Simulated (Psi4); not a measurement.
**A workflow on GeHSCl (SMILES [SH][Ge][Cl])**

Wanted: a series of 9 runs (PBE0-D4/def2-TZVP, PBE-D4/def2-TZVPP, r2SCAN-D4/def2-TZVPP, B3LYP-D4/def2-TZVPP, PBE0-D4/def2-TZVPP, wB97M-V/def2-TZVPP, CCSD(T)/def2-TZVPP, MP2/def2-QZVPP) of GeHSCl. Input form: a Python script.

The calculation is run with Psi4 1.11.

## (1) The structure to begin with

GeHSCl has 4 atoms, charge 0, and is taken as a singlet. As SMILES, `[SH][Ge][Cl]`. The run starts from this shape.

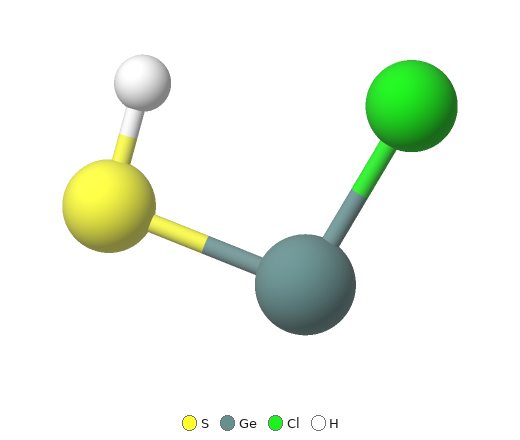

Viewed from a chosen angle; sulfur yellow, germanium teal, chlorine green, hydrogen white.

## (2) A structure relaxation at PBE0-D4/def2-TZVP (density fitting) (run 2)

run.py reads:

```python
import psi4

psi4.set_memory('3300 MB')
psi4.set_num_threads(2)
psi4.core.set_output_file('run.log', False)

molecule = psi4.geometry("""
0 1
S     -0.386400     1.235910    -0.748860
Ge    -0.853040    -0.932870    -0.447310
Cl     0.767750    -1.459070     0.940810
H      0.688470     1.264600     0.057300
units angstrom
symmetry c1
""")

psi4.set_options({
    'basis': 'def2-TZVP',
    'reference': 'rks',
    'scf_type': 'df',
    'geom_maxiter': 50,
    'max_force_g_convergence': 0.0002,
})

energy_value, wavefunction = psi4.optimize("pbe0-d4", return_wfn=True)
print(f'pbe0-d4 energy: {energy_value:.10f} Eh')
print(molecule.to_string(dtype='xyz', units='Angstrom'))
```

Run with:

```
$ python run.py
```

run.log, shortened:

```text
[...]
  Running in c1 symmetry.
[...]
  Nuclear repulsion =  310.173295456370283
[...]
  Multiplicity = 1
[...]
  Nalpha       = 33
  Nbeta        = 33
[...]
    Number of basis functions: 128
[...]
   @DF-RKS iter   1: -2933.97711127169850   -2.03285e+00   2.40352e-02 DIIS/ADIIS
[...]
   @DF-RKS iter  12: -2935.54710435094694   -1.18234e-11   9.18828e-09 DIIS
[...]
    Orbital Energies [Eh]
    ---------------------
    Doubly Occupied:
       1A   -399.146634     2A   -101.695973     3A    -89.035184
       4A    -49.961220     5A    -44.443172     6A    -44.441695
       7A    -44.440680     8A     -9.522552     9A     -8.015901
      10A     -7.253697    11A     -7.250334    12A     -7.249039
      13A     -6.327721    14A     -5.951190    15A     -5.947835
      16A     -5.946305    17A     -4.485244    18A     -4.480968
      19A     -4.477318    20A     -1.280295    21A     -1.278904
      22A     -1.275696    23A     -1.274515    24A     -1.272084
      25A     -0.838557    26A     -0.758118    27A     -0.523441
      28A     -0.436105    29A     -0.369593    30A     -0.353721
      31A     -0.337650    32A     -0.298256    33A     -0.278889
[...]
  @DF-RKS Final Energy: -2935.54710435094694
   => Energetics <=
    Nuclear Repulsion Energy =            310.1732954563702833
    One-Electron Energy =               -4699.7341934815067361
    Two-Electron Energy =                1554.2685496531807985
    DFT Exchange-Correlation Energy =    -100.2508871026390267
    Empirical Dispersion Energy =          -0.0038688763526567
    VV10 Nonlocal Energy =                  0.0000000000000000
    Total Energy =                      -2935.5471043509469382
[...]
 Multipole Moments:
 ------------------------------------------------------------------------------------
     Multipole            Electronic (a.u.)      Nuclear  (a.u.)        Total (a.u.)
 ------------------------------------------------------------------------------------
 L = 1.  Multiply by 2.5417464519 to convert [e a0] to [Debye]
 Dipole X            :         -5.0689947            4.7821887           -0.2868060
 Dipole Y            :         -6.0915408            6.0930671            0.0015264
 Dipole Z            :         -2.0028753            1.7848503           -0.2180250
 Magnitude           :                                                    0.3602706
[...]
  -Total Gradient:
     Atom            X                  Y                   Z
    ------   -----------------  -----------------  -----------------
       1        0.000004812490     0.000095772250    -0.000022569500
       2        0.000025450332     0.000064378700    -0.000001956789
       3       -0.000060273275     0.000022339848    -0.000051057455
       4        0.000053072656     0.000015918015     0.000033094952
[...]
    Final optimized geometry and variables:
    Molecular point group: c1
    Full point group: C1
    Geometry (in Angstrom), charge = 0, multiplicity = 1:
    S           -0.048974465477     1.794109731472    -0.579327998780
    GE          -0.515614465477    -0.374670268528    -0.277777998780
    CL           1.105175534523    -0.900870268528     1.110342001220
    H            1.025895534523     1.822799731472     0.226832001220
```

The script printed:

```text
Some dependencies such as QCElemental have not yet finished migration to pydantic v2. If issues are encountered please downgrade pydantic or upgrade QCElemental as appropriate
Optimizer: Optimization complete!
pbe0-d4 energy: -2935.5471043509 Eh
4
0 1 ClGeHS
S                    -0.048974465477     1.794109731472    -0.579327998780
Ge                   -0.515614465477    -0.374670268528    -0.277777998780
Cl                    1.105175534523    -0.900870268528     1.110342001220
H                     1.025895534523     1.822799731472     0.226832001220
```

Wall time 14 s (2 threads of AMD EPYC 7R43 (Zen 3), shared host); peak memory 0.58 GiB.

## (3) The harmonic vibrations at PBE0-D4/def2-TZVP (density fitting) (run 3)

job.py reads:

```python
import psi4

psi4.set_memory('3300 MB')
psi4.set_num_threads(2)
psi4.set_output_file('clgehs.out', False)

mol = psi4.geometry("""
0 1
S     -0.386400     1.235910    -0.748860
Ge    -0.853040    -0.932870    -0.447310
Cl     0.767750    -1.459070     0.940810
H      0.688470     1.264600     0.057300
symmetry c1
""")

psi4.set_options(dict(scf_type='df', rotational_symmetry_number=1))

e_tot, wfn = psi4.frequencies('pbe0-d4/def2-TZVP', molecule=mol, return_wfn=True)
print(f'pbe0-d4/def2-TZVP energy: {e_tot:.10f} Eh')
print('wavenumbers / cm^-1:', wfn.frequencies().np.round(1))
for k, v in sorted(psi4.core.scalar_variables().items()):
    print(f'{k:45s} {v:18.10f}')
```

Run with:

```
$ python job.py
```

clgehs.out, shortened:

```text
[...]
  Running in c1 symmetry.
[...]
  Nuclear repulsion =  310.173295456370340
[...]
  Multiplicity = 1
[...]
  Nalpha       = 33
  Nbeta        = 33
[...]
    Number of basis functions: 128
[...]
   @DF-RKS iter   1: -2933.97711127052480   -2.03285e+00   2.40352e-02 DIIS/ADIIS
[...]
   @DF-RKS iter  12: -2935.54710328115789   -8.64020e-12   9.21046e-09 DIIS
[...]
  @DF-RKS Final Energy: -2935.54710328115789
   => Energetics <=
    Nuclear Repulsion Energy =            310.1774972469984277
    One-Electron Energy =               -4699.7421015599484235
    Two-Electron Energy =                1554.2726070833980430
    DFT Exchange-Correlation Energy =    -100.2512372861904026
    Empirical Dispersion Energy =          -0.0038687654161271
    VV10 Nonlocal Energy =                  0.0000000000000000
    Total Energy =                      -2935.5471032811583427
[...]
  -Total Gradient:
     Atom            X                  Y                   Z
    ------   -----------------  -----------------  -----------------
       1        0.000638234221     0.000107144081     0.000478443512
       2        0.000016561978     0.000065216125    -0.000026001939
       3       -0.000054556552     0.000016877294    -0.000031797496
       4       -0.000577196993     0.000009193193    -0.000463318089
[...]
  ==> Harmonic Vibrational Analysis <==
[...]
  Freq [cm^-1]                 163.9214            351.1583            381.5952
[...]
  IR activ [km/mol]             4.3145             18.5358             90.0581
[...]
  Freq [cm^-1]                 392.5971            628.9071           2708.6658
[...]
  IR activ [km/mol]            44.9445              3.4440              5.2920
[...]
  Total E_0, Enthalpy at 0 [K]                                                        -2935.53656362 [Eh]
[...]
  Total H, Enthalpy at  298.15 [K]                                                    -2935.53101832 [Eh]
[...]
  Total G, Gibbs energy at  298.15 [K]                                                -2935.56595473 [Eh]
[...]
```

Standard output:

```text
Warning: used thermodynamics relations inappropriate for low-frequency modes: ['163.9214' '351.1583' '381.5952' '392.5971']
pbe0-d4/def2-TZVP energy: -2935.5471043496 Eh
wavenumbers / cm^-1: [ 163.9  351.2  381.6  392.6  628.9 2708.7]
CURRENT ENERGY                                  -2935.5471043496
CURRENT REFERENCE ENERGY                        -2935.5471043496
DD SOLVATION ENERGY                                 0.0000000000
DFT FUNCTIONAL TOTAL ENERGY                     -2935.5432354732
DFT TOTAL ENERGY                                -2935.5471043496
DFT VV10 ENERGY                                     0.0000000000
DFT XC ENERGY                                    -100.2508871026
DISPERSION CORRECTION ENERGY                       -0.0038688764
ENTHALPY                                        -2935.5310183229
ENTHALPY CORRECTION                                 0.0160860267
FINDIF NUMBER                                      19.0000000000
GIBBS FREE ENERGY                               -2935.5659547269
GIBBS FREE ENERGY CORRECTION                       -0.0188503773
GRID ELECTRONS ALPHA                               33.0000045211
GRID ELECTRONS BETA                                33.0000045211
GRID ELECTRONS TOTAL                               66.0000090422
NUCLEAR REPULSION ENERGY                          310.1732954564
ONE-ELECTRON ENERGY                             -4699.7341934804
PBE0-D4(BJ,EEQ)ATM DISPERSION CORRECTION ENERGY      -0.0038688764
PCM POLARIZATION ENERGY                             0.0000000000
PE ENERGY                                           0.0000000000
SCF ITERATION ENERGY                            -2935.5471043496
SCF ITERATIONS                                     12.0000000000
SCF TOTAL ENERGY                                -2935.5471043496
THERMAL ENERGY                                  -2935.5319625074
THERMAL ENERGY CORRECTION                           0.0151418422
TWO-ELECTRON ENERGY                              1554.2685496534
ZERO K ENTHALPY                                 -2935.5365636216
ZPVE                                                0.0105407280
```

Wall time 2.3 min (2 threads of AMD EPYC 7R43 (Zen 3), shared host); peak memory 0.68 GiB.

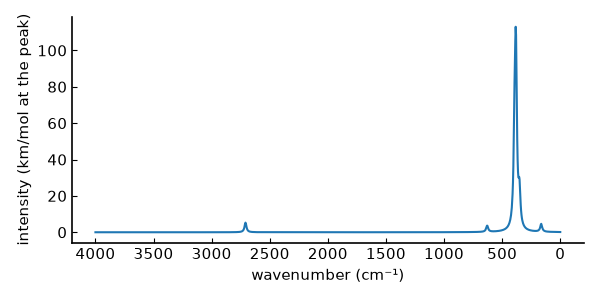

Harmonic infrared spectrum, unscaled, lines broadened by 10 cm⁻¹.

Runs 4 to 5 aren't shown in full; the table further down has their settings and results.

## (4) A single-point energy at B3LYP-D4/def2-TZVPP (density fitting) (run 6)

clgehs.py reads:

```python
import psi4

psi4.set_memory(3300000000)
psi4.set_num_threads(2)
psi4.set_output_file('run.log', False)

m = psi4.geometry("""
0 1
S
Ge 1 2.238815
Cl 2 2.197891 1 99.39765
H 1 1.343898 2 96.11879 3 0.00928
symmetry c1
""")

psi4.set_options(dict(basis='def2-TZVPP', reference='rks', scf_type='df', dft_radial_points=99, dft_spherical_points=590))

energy_value, wavefunction = psi4.energy("b3lyp-d4", return_wfn=True)
print(f'b3lyp-d4 energy: {energy_value:.10f} Eh')
```

Run with:

```
$ python clgehs.py
```

run.log, shortened:

```text
[...]
  Running in c1 symmetry.
[...]
  Nuclear repulsion =  310.173271446119088
[...]
  Multiplicity = 1
[...]
  Nalpha       = 33
  Nbeta        = 33
[...]
    Number of basis functions: 146
[...]
   @DF-RKS iter   1: -2934.58691227241115   -1.96021e+00   2.12927e-02 DIIS/ADIIS
[...]
   @DF-RKS iter  10: -2936.18426115810416   -1.82445e-08   1.51672e-07 DIIS
[...]
    Orbital Energies [Eh]
    ---------------------
    Doubly Occupied:
       1A   -398.786350     2A   -101.513524     3A    -88.868005
       4A    -49.825732     5A    -44.347801     6A    -44.346374
       7A    -44.345362     8A     -9.446720     9A     -7.946502
      10A     -7.205058    11A     -7.201746    12A     -7.200395
      13A     -6.258295    14A     -5.908320    15A     -5.904807
      16A     -5.903347    17A     -4.432541    18A     -4.428657
      19A     -4.425030    20A     -1.254445    21A     -1.253084
      22A     -1.250032    23A     -1.249116    24A     -1.246711
      25A     -0.817442    26A     -0.739597    27A     -0.511891
      28A     -0.424062    29A     -0.357129    30A     -0.341589
      31A     -0.327005    32A     -0.287916    33A     -0.271344
[...]
  @DF-RKS Final Energy: -2936.18426115810416
   => Energetics <=
    Nuclear Repulsion Energy =            310.1732714461190881
    One-Electron Energy =               -4699.6414027195351082
    Two-Electron Energy =                1560.6855488692608560
    DFT Exchange-Correlation Energy =    -107.3940448541338952
    Empirical Dispersion Energy =          -0.0076338998154741
    VV10 Nonlocal Energy =                  0.0000000000000000
    Total Energy =                      -2936.1842611581041638
[...]
 Multipole Moments:
 ------------------------------------------------------------------------------------
     Multipole            Electronic (a.u.)      Nuclear  (a.u.)        Total (a.u.)
 ------------------------------------------------------------------------------------
 L = 1.  Multiply by 2.5417464519 to convert [e a0] to [Debye]
 Dipole X            :          0.0001679           -0.0002172           -0.0000494
 Dipole Y            :          4.7388079           -4.3405791            0.3982288
 Dipole Z            :          6.7051094           -6.6588185            0.0462909
 Magnitude           :                                                    0.4009102
[...]
```

The script printed:

```text
b3lyp-d4 energy: -2936.1842611581 Eh
```

Wall time 17 s (2 threads of AMD EPYC 7R43 (Zen 3), shared host); peak memory 1 GiB.

Runs 7 to 9 aren't shown in full; the table further down has their settings and results.

## (5) A single-point energy at MP2/def2-QZVPP (density fitting, density fitting for correlation) (run 10)

clgehs.xyz reads:

```xyz
4
ClGeHS
S     -0.386400     1.235910    -0.748860
Ge    -0.853040    -0.932870    -0.447310
Cl     0.767750    -1.459070     0.940810
H      0.688470     1.264600     0.057300
```

job.py reads:

```python
import psi4

psi4.set_memory(3300000000)
psi4.set_num_threads(2)
psi4.core.set_output_file('run.log', False)

with open('clgehs.xyz') as f:
    atoms = ''.join(f.readlines()[2:])
m = psi4.geometry('0 1\n' + atoms + 'symmetry c1')

psi4.set_options({
    'scf_type': 'df',
    'num_frozen_docc': 19,
})

E = psi4.energy("mp2/def2-QZVPP")
print('E =', round(E, 9))
for k, v in sorted(psi4.core.scalar_variables().items()):
    print(f'{k:45s} {v:18.10f}')
```

Run with:

```
$ python job.py
```

run.log, shortened:

```text
[...]
  Running in c1 symmetry.
[...]
  Nuclear repulsion =  310.173295456370283
[...]
  Multiplicity = 1
[...]
  Nalpha       = 33
  Nbeta        = 33
[...]
    Number of basis functions: 259
[...]
   @DF-RHF iter   1: -2931.75954280340920   -3.16570e+00   1.20440e-02 ADIIS/DIIS
[...]
   @DF-RHF iter  13: -2933.14281649680788   -1.18234e-11   3.59499e-09 DIIS
[...]
    Orbital Energies [Eh]
    ---------------------
    Doubly Occupied:
       1A   -405.292631     2A   -104.825587     3A    -91.965762
       4A    -52.196795     5A    -46.283710     6A    -46.282883
       7A    -46.282290     8A    -10.551757     9A     -8.968990
      10A     -8.018318    11A     -8.017441    12A     -8.017265
      13A     -7.239258    14A     -6.650150    15A     -6.649427
      16A     -6.648961    17A     -5.213363    18A     -5.210379
      19A     -5.207698    20A     -1.689528    21A     -1.687960
      22A     -1.684261    23A     -1.683569    24A     -1.679880
      25A     -1.084237    26A     -0.972022    27A     -0.656497
      28A     -0.559805    29A     -0.490064    30A     -0.474531
      31A     -0.449282    32A     -0.397328    33A     -0.365211
[...]
  @DF-RHF Final Energy: -2933.14281649680788
   => Energetics <=
    Nuclear Repulsion Energy =            310.1732954563702833
    One-Electron Energy =               -4699.8385442693142977
    Two-Electron Energy =                1456.5224323161362463
    Total Energy =                      -2933.1428164968074270
[...]
 Multipole Moments:
 ------------------------------------------------------------------------------------
     Multipole            Electronic (a.u.)      Nuclear  (a.u.)        Total (a.u.)
 ------------------------------------------------------------------------------------
 L = 1.  Multiply by 2.5417464519 to convert [e a0] to [Debye]
 Dipole X            :         -5.1056691            4.7821887           -0.3234804
 Dipole Y            :         -6.1306526            6.0930671           -0.0375854
 Dipole Z            :         -2.0188681            1.7848503           -0.2340178
 Magnitude           :                                                    0.4010194
[...]
```

Standard output:

```text
E = -2934.035496798
CURRENT CORRELATION ENERGY                         -0.8926803011
CURRENT ENERGY                                  -2934.0354967979
CURRENT REFERENCE ENERGY                        -2933.1428164968
CUSTOM SCS-MP2 CORRELATION ENERGY                  -0.8405281480
CUSTOM SCS-MP2 TOTAL ENERGY                     -2933.9833446448
DD SOLVATION ENERGY                                 0.0000000000
HF KINETIC ENERGY                                2933.1292369052
HF POTENTIAL ENERGY                             -5866.2720534020
HF TOTAL ENERGY                                 -2933.1428164968
HF VIRIAL RATIO                                     2.0000046297
MP2 CORRELATION ENERGY                             -0.8926803011
MP2 DOUBLES ENERGY                                 -0.8926803011
MP2 OPPOSITE-SPIN CORRELATION ENERGY               -0.6265015934
MP2 SAME-SPIN CORRELATION ENERGY                   -0.2661787077
MP2 SINGLES ENERGY                                 -0.0000000000
MP2 TOTAL ENERGY                                -2934.0354967979
NUCLEAR REPULSION ENERGY                          310.1732954564
ONE-ELECTRON ENERGY                             -4699.8385442693
PCM POLARIZATION ENERGY                             0.0000000000
PE ENERGY                                           0.0000000000
SCF ITERATION ENERGY                            -2933.1428164968
SCF ITERATIONS                                     13.0000000000
SCF TOTAL ENERGY                                -2933.1428164968
SCS-MP2 CORRELATION ENERGY                         -0.8405281480
SCS-MP2 TOTAL ENERGY                            -2933.9833446448
TWO-ELECTRON ENERGY                              1456.5224323161
```

Run time: 10 s. Hardware: 2 threads of AMD EPYC 7R43 (Zen 3), shared host; peak memory 0.69 GiB.

## (6) The series

```
run                                                                  level         task  geom maxiter   energy (Eh)  dipole moment (D)  HOMO energy (eV)  LUMO energy (eV)  wall time
  2                                    PBE0-D4/def2-TZVP (density fitting)     optimise            50  -2935.547104               0.92             -7.59             -2.71       14 s
  3                                    PBE0-D4/def2-TZVP (density fitting)  frequencies             –  -2935.547104               0.92                 –                 –    2.3 min
  4                                    PBE-D4/def2-TZVPP (density fitting)       energy             –  -2935.432607               0.86             -6.51             -3.41       16 s
  5                                 r2SCAN-D4/def2-TZVPP (density fitting)       energy             –  -2936.029446               0.83             -6.79             -3.40       29 s
  6                                  B3LYP-D4/def2-TZVPP (density fitting)       energy             –  -2936.184261               1.02             -7.38             -2.89       17 s
  7                                   PBE0-D4/def2-TZVPP (density fitting)   properties             –  -2935.547754               0.93             -7.59             -2.71       16 s
  8                                   wB97M-V/def2-TZVPP (density fitting)       energy             –  -2935.938054               1.06             -9.69             -0.82       30 s
  9  CCSD(T)/def2-TZVPP (density fitting, density fitting for correlation)       energy             –  -2933.731022                  –             -9.90              0.32    2.8 min
 10      MP2/def2-QZVPP (density fitting, density fitting for correlation)       energy             –  -2934.035497                  –             -9.94              0.21       10 s
```

## (7) Summary of results

```
                                                            quantity           value
                                run 10, MP2/def2-QZVPP: total energy  -2934.03550 Eh
         run 10, MP2/def2-QZVPP: HOMO energy (Hartree–Fock orbitals)        -9.94 eV
         run 10, MP2/def2-QZVPP: LUMO energy (Hartree–Fock orbitals)         0.21 eV
       run 10, MP2/def2-QZVPP: HOMO–LUMO gap (Hartree–Fock orbitals)        10.15 eV
run 10, MP2/def2-QZVPP: correlation energy (19 core orbitals frozen)      -892.7 mEh
```

**Reading.** Over runs 2, 3, 4, 5, 6, 7, 8 the dipole moment (its size) runs from 0.83 D (r2SCAN-D4/def2-TZVPP) to 1.06 D (wB97M-V/def2-TZVPP). Over runs 2, 4, 5, 6, 7, 8 the HOMO–LUMO gap runs from 3.10 eV (PBE-D4/def2-TZVPP) to 8.87 eV (wB97M-V/def2-TZVPP). Totals of different functionals can't be ranked against each other. All runs together took 7.3 min, the longest 2.8 min.
